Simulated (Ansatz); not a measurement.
# Run report: CH$_{7}$AlN, molecular dynamics (part 3 of 4)

CH$_{7}$AlN, multiplicity 2; UKS B3LYP/6-31G* (Ansatz 0.2.0). It belongs to a series of runs on one base structure; here: dynamics from the highest image of the converged band.

Geometry of the input (Å):
```
Al 0.0206  -0.0222  -0.0471
H  -0.0548  -0.1785  1.5728
C  1.7023  0.0702  -1.0592
H  2.2210  -0.8976  -1.0470
H  1.5462  0.3459  -2.1089
H  2.3926  0.8015  -0.6207
N  -1.5580  0.0526  -0.8728
H  -2.4518  -0.0008  -0.3988
H  -1.6973  0.1522  -1.8714
H  -0.2403  -0.3234  3.1272
```

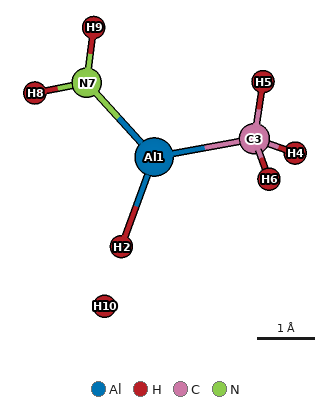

The geometry at step 60 of the log (ball-and-stick view, seen at a tilt; atoms are numbered from 1 in the order of the input).

## Trajectory as extended XYZ, continued
```
10
Properties=species:S:1:pos:R:3:forces:R:3 step=5 time_fs=2.5 energy=-9236.49870 temperature=57.4
Al    0.0159   -0.0201   -0.0513    0.3139  -0.0547   0.0410
H    -0.0288   -0.1844    1.5561   -0.0395  -0.0050   0.1332
C     1.7050    0.0660   -1.0592   -0.8539  -0.3594  -0.1655
H     2.2407   -0.8798   -1.0124    0.0296  -0.3602  -0.2383
H     1.5540    0.3783   -2.0945    0.0432  -0.1995  -0.2044
H     2.3681    0.7713   -0.6219    0.7277   0.9535   0.5894
N    -1.5566    0.0519   -0.8670   -0.1243  -0.0477   0.5260
H    -2.4553   -0.0071   -0.3948    0.1345   0.0291  -0.1961
H    -1.6592    0.1501   -1.8586   -0.2333   0.0469  -0.5005
H    -0.2282   -0.3229    3.1105    0.0020  -0.0029   0.0152
10
Properties=species:S:1:pos:R:3:forces:R:3 step=9 time_fs=4.5 energy=-9236.50096 temperature=59.1
Al    0.0126   -0.0186   -0.0546    0.5343  -0.0984   0.1136
H    -0.0096   -0.1894    1.5479   -0.0632  -0.0024   0.1919
C     1.7045    0.0616   -1.0595   -0.2739   0.1745   0.2273
H     2.2573   -0.8789   -0.9941   -0.0924  -0.2295  -0.3527
H     1.5620    0.3963   -2.0908    0.1038  -0.3148  -0.1782
H     2.3747    0.7819   -0.6014    0.1826   0.4281   0.2640
N    -1.5558    0.0512   -0.8610   -0.0402   0.0293  -0.1824
H    -2.4534   -0.0111   -0.3991   -0.0894   0.0257  -0.1373
H    -1.6378    0.1501   -1.8661   -0.2651  -0.0080   0.0313
H    -0.2184   -0.3227    3.0978    0.0034  -0.0045   0.0227
10
Properties=species:S:1:pos:R:3:forces:R:3 step=14 time_fs=7.0 energy=-9236.47452 temperature=33.9
Al    0.0095   -0.0169   -0.0584    0.7342  -0.1588   0.2747
H     0.0110   -0.1956    1.5477   -0.0858   0.0121   0.1671
C     1.7032    0.0572   -1.0588    0.7110   0.8496   0.6727
H     2.2721   -0.8879   -0.9899   -0.2815   0.1528  -0.3473
H     1.5778    0.4019   -2.0947    0.1463  -0.3522   0.0021
H     2.3885    0.8130   -0.5650   -0.6645  -0.5643  -0.3851
N    -1.5550    0.0504   -0.8545   -0.0708   0.1033  -0.8732
H    -2.4566   -0.0147   -0.4111   -0.2580   0.0163  -0.0222
H    -1.6250    0.1495   -1.8718   -0.2380  -0.0531   0.4925
H    -0.2059   -0.3226    3.0830    0.0071  -0.0056   0.0186
10
Properties=species:S:1:pos:R:3:forces:R:3 step=19 time_fs=9.5 energy=-9236.49200 temperature=50.6
Al    0.0081   -0.0155   -0.0617    0.8117  -0.2305   0.4429
H     0.0264   -0.2010    1.5571   -0.1045   0.0371   0.0685
C     1.7049    0.0567   -1.0550    0.5761   0.7225   0.4263
H     2.2713   -0.8899   -1.0057   -0.2290   0.1548  -0.1642
H     1.6017    0.3872   -2.0990    0.0709  -0.2241   0.0733
H     2.3678    0.8156   -0.5483   -0.4882  -0.5324  -0.3801
N    -1.5547    0.0500   -0.8512   -0.5412   0.0330  -0.2529
H    -2.4724   -0.0172   -0.4253    0.0857   0.0305  -0.0398
H    -1.6264    0.1464   -1.8541   -0.1942   0.0148  -0.1742
H    -0.1930   -0.3228    3.0693    0.0126  -0.0057   0.0002
10
Properties=species:S:1:pos:R:3:forces:R:3 step=23 time_fs=11.5 energy=-9236.50185 temperature=59.9
Al    0.0083   -0.0148   -0.0636    0.7746  -0.2824   0.5142
H     0.0343   -0.2038    1.5679   -0.1157   0.0569  -0.0130
C     1.7082    0.0588   -1.0504   -0.2759   0.0467  -0.2001
H     2.2609   -0.8852   -1.0257   -0.0285  -0.1162   0.0542
H     1.6240    0.3656   -2.0998   -0.0508  -0.0252  -0.0021
H     2.3311    0.7962   -0.5503    0.3187   0.2452   0.1321
N    -1.5560    0.0498   -0.8496   -0.7520  -0.0043   0.0601
H    -2.4830   -0.0180   -0.4380    0.2269   0.0292   0.0350
H    -1.6359    0.1442   -1.8445   -0.1152   0.0552  -0.5585
H    -0.1821   -0.3232    3.0584    0.0179  -0.0052  -0.0220
10
Properties=species:S:1:pos:R:3:forces:R:3 step=28 time_fs=14.0 energy=-9236.47284 temperature=32.3
Al    0.0100   -0.0144   -0.0649    0.6102  -0.3069   0.5052
H     0.0380   -0.2043    1.5805   -0.1200   0.0701  -0.0748
C     1.7110    0.0614   -1.0458   -0.8489  -0.5476  -0.6811
H     2.2470   -0.8861   -1.0470    0.1369  -0.2683   0.3027
H     1.6487    0.3383   -2.1012   -0.1723   0.2226  -0.0836
H     2.3046    0.7874   -0.5441    0.9014   0.7607   0.4746
N    -1.5604    0.0497   -0.8478   -0.5470   0.0756  -0.7501
H    -2.4862   -0.0176   -0.4506   -0.0370   0.0000   0.2595
H    -1.6532    0.1439   -1.8569    0.0529  -0.0027   0.1001
H    -0.1676   -0.3241    3.0435    0.0238  -0.0035  -0.0525
10
Properties=species:S:1:pos:R:3:forces:R:3 step=33 time_fs=16.5 energy=-9236.48755 temperature=46.2
Al    0.0130   -0.0148   -0.0652    0.3319  -0.2690   0.4229
H     0.0346   -0.2006    1.5890   -0.1096   0.0639  -0.0794
C     1.7102    0.0619   -1.0441    0.0959   0.0729  -0.1556
H     2.2399   -0.9006   -1.0509    0.0514   0.0471   0.4126
H     1.6637    0.3235   -2.1067   -0.1905   0.3215   0.0240
H     2.3242    0.8151   -0.5158    0.1086  -0.2948  -0.2722
N    -1.5671    0.0498   -0.8490   -0.3383   0.0966  -0.9954
H    -2.4905   -0.0170   -0.4488   -0.0844  -0.0061   0.2905
H    -1.6678    0.1436   -1.8654    0.1085  -0.0318   0.4308
H    -0.1516   -0.3251    3.0254    0.0264  -0.0004  -0.0783
10
Properties=species:S:1:pos:R:3:forces:R:3 step=37 time_fs=18.5 energy=-9236.48340 temperature=42.5
Al    0.0160   -0.0155   -0.0647    0.0587  -0.2038   0.3129
H     0.0271   -0.1949    1.5924   -0.0923   0.0457  -0.0434
C     1.7096    0.0624   -1.0434    0.6955   0.3984   0.1375
H     2.2367   -0.9112   -1.0368   -0.0550   0.2982   0.3502
H     1.6675    0.3250   -2.1103   -0.1534   0.2593   0.1697
H     2.3480    0.8292   -0.5015   -0.3909  -0.8442  -0.6665
N    -1.5736    0.0501   -0.8529   -0.2857   0.0119  -0.1841
H    -2.4967   -0.0168   -0.4354    0.1890   0.0154   0.1150
H    -1.6753    0.1423   -1.8563    0.0090   0.0159  -0.0983
H    -0.1377   -0.3259    3.0077    0.0250   0.0032  -0.0931
10
Properties=species:S:1:pos:R:3:forces:R:3 step=42 time_fs=21.0 energy=-9236.52256 temperature=80.1
Al    0.0199   -0.0167   -0.0635   -0.2724  -0.1002   0.1164
H     0.0128   -0.1855    1.5947   -0.0662   0.0116   0.0418
C     1.7117    0.0645   -1.0422    0.4546   0.1817   0.0390
H     2.2301   -0.9098   -1.0016   -0.0500   0.1975   0.1176
H     1.6644    0.3398   -2.1060   -0.1003   0.0792   0.1687
H     2.3592    0.8054   -0.5168   -0.1820  -0.3973  -0.3523
N    -1.5827    0.0506   -0.8582    0.1024  -0.0545   0.5095
H    -2.4947   -0.0157   -0.4129    0.2250   0.0243  -0.0398
H    -1.6849    0.1416   -1.8520   -0.1312   0.0482  -0.4915
H    -0.1191   -0.3268    2.9804    0.0201   0.0095  -0.1095
10
Properties=species:S:1:pos:R:3:forces:R:3 step=47 time_fs=23.5 energy=-9236.51933 temperature=77.1
Al    0.0231   -0.0182   -0.0620   -0.5195   0.0195  -0.0852
H    -0.0054   -0.1754    1.5997   -0.0397  -0.0300   0.1496
C     1.7158    0.0673   -1.0408   -0.5015  -0.4349  -0.2632
H     2.2210   -0.8981   -0.9596    0.0578  -0.2094  -0.1647
H     1.6551    0.3594   -2.0928   -0.0583  -0.1061  -0.0739
H     2.3629    0.7619   -0.5503    0.6237   0.7508   0.4603
N    -1.5913    0.0509   -0.8618    0.7159   0.0117  -0.1482
H    -2.4816   -0.0133   -0.3916   -0.1578   0.0035   0.0003
H    -1.7015    0.1432   -1.8706   -0.1335  -0.0245   0.2627
H    -0.0992   -0.3270    2.9466    0.0129   0.0194  -0.1377
10
Properties=species:S:1:pos:R:3:forces:R:3 step=51 time_fs=25.5 energy=-9236.51057 temperature=68.7
Al    0.0249   -0.0194   -0.0609   -0.6535   0.1151  -0.1901
H    -0.0217   -0.1685    1.6098   -0.0155  -0.0660   0.2438
C     1.7177    0.0684   -1.0405   -0.4330  -0.2759   0.0495
H     2.2157   -0.8959   -0.9321    0.0657  -0.3159  -0.3478
H     1.6451    0.3712   -2.0846   -0.0146  -0.2156  -0.2293
H     2.3878    0.7531   -0.5617    0.4923   0.7533   0.4641
N    -1.5961    0.0512   -0.8650    0.8605   0.0207  -0.2862
H    -2.4758   -0.0111   -0.3751   -0.1930   0.0017  -0.0452
H    -1.7206    0.1438   -1.8779   -0.1138  -0.0498   0.5263
H    -0.0827   -0.3264    2.9136    0.0048   0.0324  -0.1850
10
Properties=species:S:1:pos:R:3:forces:R:3 step=56 time_fs=28.0 energy=-9236.53085 temperature=88.3
Al    0.0258   -0.0206   -0.0600   -0.7527   0.2060  -0.2605
H    -0.0428   -0.1637    1.6362    0.0250  -0.1173   0.4261
C     1.7188    0.0688   -1.0395    0.6527   0.4445   0.6947
H     2.2118   -0.9078   -0.9167   -0.0540  -0.0091  -0.4628
H     1.6321    0.3740   -2.0855    0.0569  -0.2977  -0.1195
H     2.4387    0.7758   -0.5557   -0.5527  -0.2463  -0.2128
N    -1.5989    0.0516   -0.8695    0.6273  -0.0682   0.5825
H    -2.4765   -0.0081   -0.3579    0.1424   0.0154  -0.2042
H    -1.7508    0.1423   -1.8637   -0.1309   0.0113  -0.1308
H    -0.0619   -0.3238    2.8619   -0.0137   0.0614  -0.3126
10
Properties=species:S:1:pos:R:3:forces:R:3 step=60 time_fs=30.0 energy=-9236.56414 temperature=121.0
Al    0.0253   -0.0213   -0.0596   -0.7536   0.2424  -0.3582
H    -0.0587   -0.1647    1.6757    0.0692  -0.1760   0.7579
C     1.7215    0.0705   -1.0365    0.9816   0.5258   0.6160
H     2.2068   -0.9189   -0.9237   -0.1071   0.2169  -0.4156
H     1.6239    0.3639   -2.0916    0.0851  -0.2854   0.0893
H     2.4603    0.7878   -0.5570   -0.8561  -0.5826  -0.4190
N    -1.5992    0.0517   -0.8717    0.5296  -0.0912   0.8322
H    -2.4727   -0.0052   -0.3519    0.1715   0.0039  -0.1359
H    -1.7803    0.1413   -1.8549   -0.0754   0.0428  -0.4495
H    -0.0459   -0.3191    2.8072   -0.0449   0.1034  -0.5172
10
Properties=species:S:1:pos:R:3:forces:R:3 step=65 time_fs=32.5 energy=-9236.77873 temperature=327.8
Al    0.0233   -0.0216   -0.0600   -0.6182   0.2456  -0.7363
H    -0.0745   -0.1760    1.7697    0.1373  -0.2618   1.4720
C     1.7290    0.0746   -1.0303    0.2512  -0.1077  -0.1469
H     2.1957   -0.9224   -0.9536   -0.0011   0.1246  -0.1805
H     1.6179    0.3369   -2.0946    0.0417  -0.1083   0.1442
H     2.4461    0.7756   -0.5782   -0.1600  -0.0112  -0.0165
N    -1.5975    0.0515   -0.8717    0.4016   0.0078  -0.1646
H    -2.4609   -0.0015   -0.3500   -0.1231  -0.0308   0.1454
H    -1.8197    0.1419   -1.8628    0.1905  -0.0081   0.1649
H    -0.0286   -0.3073    2.7096   -0.1199   0.1498  -0.6818
10
Properties=species:S:1:pos:R:3:forces:R:3 step=70 time_fs=35.0 energy=-9236.67679 temperature=226.6
Al    0.0198   -0.0214   -0.0620   -0.3758   0.2118  -1.1357
H    -0.0839   -0.1996    1.9297   -0.3406   0.4378  -3.2662
C     1.7376    0.0781   -1.0249   -0.8008  -0.9130  -0.8992
H     2.1849   -0.9193   -0.9939    0.1956  -0.1484   0.1309
H     1.6142    0.3040   -2.0904   -0.0400   0.1862  -0.0666
H     2.4244    0.7647   -0.5994    0.8132   0.8177   0.5250
N    -1.5942    0.0513   -0.8722   -0.0621   0.0548  -0.5772
H    -2.4544    0.0004   -0.3410   -0.0430  -0.0364   0.1540
H    -1.8485    0.1423   -1.8633    0.3236  -0.0210   0.3741
H    -0.0169   -0.2900    2.5948    0.3299  -0.5895   4.7610
10
Properties=species:S:1:pos:R:3:forces:R:3 step=74 time_fs=37.0 energy=-9236.87969 temperature=417.7
Al    0.0165   -0.0209   -0.0654   -0.2405   0.1863  -0.8979
H    -0.1030   -0.2058    1.9584   -0.1928   0.1683  -1.4080
C     1.7420    0.0780   -1.0235   -0.4985  -0.5814  -0.6385
H     2.1839   -0.9217   -1.0216    0.2754  -0.1372   0.3172
H     1.6098    0.2846   -2.0889   -0.0781   0.3668  -0.1532
H     2.4358    0.7854   -0.5974    0.3961   0.2944   0.2084
N    -1.5916    0.0514   -0.8742   -0.3359  -0.0031   0.0416
H    -2.4510    0.0005   -0.3274    0.2343  -0.0204  -0.0151
H    -1.8584    0.1418   -1.8496    0.2245   0.0231  -0.1162
H     0.0039   -0.2951    2.6626    0.2155  -0.2970   2.6617
10
Properties=species:S:1:pos:R:3:forces:R:3 step=79 time_fs=39.5 energy=-9236.77583 temperature=325.4
Al    0.0118   -0.0199   -0.0712   -0.1072   0.1202  -0.1104
H    -0.1328   -0.2050    1.9256    0.5554  -0.2441   1.8408
C     1.7458    0.0756   -1.0243    0.3289   0.0947  -0.1468
H     2.1967   -0.9302   -1.0391    0.1886   0.1762   0.3904
H     1.6004    0.2799   -2.0939   -0.0444   0.3919   0.0401
H     2.4661    0.8216   -0.5870   -0.5521  -0.7359  -0.3986
N    -1.5895    0.0513   -0.8763   -0.1661  -0.0489   0.5082
H    -2.4353   -0.0005   -0.3110    0.1539  -0.0144  -0.0519
H    -1.8594    0.1426   -1.8403    0.0912   0.0544  -0.4871
H     0.0375   -0.3164    2.8774   -0.4482   0.2059  -1.5847
10
Properties=species:S:1:pos:R:3:forces:R:3 step=84 time_fs=42.0 energy=-9236.67154 temperature=225.2
Al    0.0068   -0.0186   -0.0774    0.1629   0.0558   0.2625
H    -0.1323   -0.2175    1.9932    0.5976  -0.2261   1.9472
C     1.7508    0.0733   -1.0261    0.2468   0.0270  -0.2806
H     2.2205   -0.9290   -1.0343    0.0364   0.3126   0.2747
H     1.5886    0.2976   -2.0964    0.0369   0.2190   0.2366
H     2.4685    0.8197   -0.5968   -0.5097  -0.6169  -0.3098
N    -1.5881    0.0512   -0.8768    0.0655   0.0247  -0.2385
H    -2.4122   -0.0025   -0.2969   -0.2742  -0.0199   0.0435
H    -1.8538    0.1462   -1.8545    0.1311  -0.0068   0.1301
H     0.0467   -0.3270    3.0107   -0.4933   0.2306  -2.0656
10
Properties=species:S:1:pos:R:3:forces:R:3 step=88 time_fs=44.0 energy=-9236.98371 temperature=526.0
Al    0.0031   -0.0175   -0.0819    0.4338   0.0415   0.0882
H    -0.1064   -0.2374    2.1322    0.4836  -0.2316   2.3497
C     1.7556    0.0716   -1.0286   -0.5022  -0.4484  -0.6100
H     2.2418   -0.9158   -1.0184   -0.0123   0.0948   0.0908
H     1.5805    0.3217   -2.0894    0.0814   0.0373   0.1366
H     2.4497    0.7928   -0.6173    0.2238   0.2869   0.2324
N    -1.5869    0.0511   -0.8776   -0.0573   0.0531  -0.4974
H    -2.4033   -0.0048   -0.2847   -0.2825  -0.0023  -0.1060
H    -1.8442    0.1490   -1.8632    0.0656  -0.0360   0.3972
H     0.0331   -0.3256    3.0299   -0.4337   0.2048  -2.0815
10
Properties=species:S:1:pos:R:3:forces:R:3 step=93 time_fs=46.5 energy=-9236.76050 temperature=319.1
Al   -0.0006   -0.0161   -0.0875    0.6807   0.0217   0.0272
H    -0.0554   -0.2702    2.3830   -0.6586   0.5677  -7.2882
C     1.7592    0.0673   -1.0344   -0.9416  -0.4582  -0.4800
H     2.2679   -0.8960   -0.9946   -0.0067  -0.2703  -0.1473
H     1.5747    0.3532   -2.0753    0.1146  -0.1400  -0.2041
H     2.4398    0.7770   -0.6290    0.6025   0.8691   0.5927
N    -1.5858    0.0512   -0.8802   -0.3068  -0.0053   0.1049
H    -2.4052   -0.0076   -0.2769    0.0125   0.0324  -0.3975
H    -1.8300    0.1509   -1.8567   -0.1638   0.0077  -0.0896
H    -0.0002   -0.3176    2.9928    0.6671  -0.6248   7.8817
10
Properties=species:S:1:pos:R:3:forces:R:3 step=98 time_fs=49.0 energy=-9237.18432 temperature=715.5
Al   -0.0028   -0.0145   -0.0930    0.7882  -0.0383   0.2929
H    -0.0233   -0.2846    2.3900    0.0155  -0.0963   2.1331
C     1.7588    0.0613   -1.0423    0.0379   0.5890   0.3890
H     2.2931   -0.8899   -0.9791   -0.1129  -0.1912  -0.2993
H     1.5759    0.3767   -2.0721    0.1627  -0.2623  -0.3038
H     2.4580    0.8042   -0.6106   -0.3918  -0.1191   0.0253
N    -1.5858    0.0512   -0.8825   -0.1997  -0.0178   0.2471
H    -2.4086   -0.0088   -0.2905   -0.0923   0.0257  -0.2599
H    -1.8246    0.1532   -1.8544   -0.1865   0.0311  -0.3435
H    -0.0137   -0.3310    3.2318   -0.0211   0.0792  -1.8808
10
Properties=species:S:1:pos:R:3:forces:R:3 step=102 time_fs=51.0 energy=-9236.76949 temperature=321.4
Al   -0.0033   -0.0134   -0.0969    0.8063  -0.0879   0.4554
H    -0.0003   -0.2961    2.4226   -0.1100  -0.1208   3.3934
C     1.7582    0.0583   -1.0475    0.5436   0.9482   0.6027
H     2.3086   -0.8933   -0.9790   -0.2541   0.0746  -0.3227
H     1.5837    0.3845   -2.0818    0.2025  -0.3351  -0.1001
H     2.4602    0.8252   -0.5923   -0.8316  -0.6538  -0.3089
N    -1.5864    0.0513   -0.8838   -0.1392   0.0505  -0.3897
H    -2.4151   -0.0086   -0.3128   -0.3185   0.0022   0.0157
H    -1.8278    0.1562   -1.8652    0.0102  -0.0144   0.0714
H    -0.0222   -0.3427    3.4082    0.0909   0.1364  -3.4172
10
Properties=species:S:1:pos:R:3:forces:R:3 step=107 time_fs=53.5 energy=-9237.30915 temperature=833.3
Al   -0.0024   -0.0121   -0.1010    0.7090  -0.1020   0.3172
H     0.0224   -0.3169    2.6411   -0.1357  -0.0553   1.7896
C     1.7596    0.0584   -1.0516    0.1524   0.4973   0.0699
H     2.3145   -0.8937   -0.9955   -0.2599   0.1494  -0.2042
H     1.6042    0.3766   -2.0983    0.1739  -0.2973   0.1264
H     2.4221    0.8198   -0.5841   -0.3559  -0.2782  -0.1213
N    -1.5880    0.0515   -0.8869   -0.5020   0.0752  -0.6606
H    -2.4383   -0.0081   -0.3405   -0.0725   0.0073   0.0389
H    -1.8307    0.1590   -1.8744    0.1657  -0.0414   0.2704
H    -0.0277   -0.3503    3.4521    0.1251   0.0449  -1.6263
10
Properties=species:S:1:pos:R:3:forces:R:3 step=112 time_fs=56.0 energy=-9237.02178 temperature=560.3
Al    0.0001   -0.0111   -0.1043    0.4916  -0.1305   0.2236
H     0.0472   -0.3376    2.8737    0.8801   0.2333  -6.6602
C     1.7615    0.0608   -1.0554   -0.8666  -0.4368  -0.6398
H     2.3061   -0.8869   -1.0235   -0.0408  -0.1069   0.0476
H     1.6344    0.3520   -2.1089    0.0324  -0.0542   0.0431
H     2.3657    0.8014   -0.5809    0.6479   0.7082   0.4598
N    -1.5917    0.0520   -0.8925   -0.7087   0.0034  -0.0390
H    -2.4650   -0.0072   -0.3664    0.3234   0.0237  -0.0464
H    -1.8248    0.1598   -1.8713    0.1275   0.0089  -0.2255
H    -0.0358   -0.3585    3.4901   -0.8868  -0.2490   6.8369
10
Properties=species:S:1:pos:R:3:forces:R:3 step=116 time_fs=58.0 energy=-9237.15672 temperature=692.1
Al    0.0029   -0.0104   -0.1066    0.2645  -0.1595   0.1517
H     0.0901   -0.3467    2.8589   -0.5976  -0.0737   3.0651
C     1.7603    0.0616   -1.0604   -0.8453  -0.3448  -0.4530
H     2.2969   -0.8849   -1.0447    0.1194  -0.2368   0.2645
H     1.6605    0.3293   -2.1155   -0.0894   0.1983  -0.1330
H     2.3431    0.8112   -0.5622    0.6308   0.5145   0.3006
N    -1.5967    0.0524   -0.8973   -0.3532  -0.0106   0.1090
H    -2.4748   -0.0055   -0.3883    0.1764   0.0119   0.0889
H    -1.8143    0.1606   -1.8760    0.1143   0.0265  -0.3813
H    -0.0658   -0.3732    3.7289    0.5801   0.0742  -3.0124
```
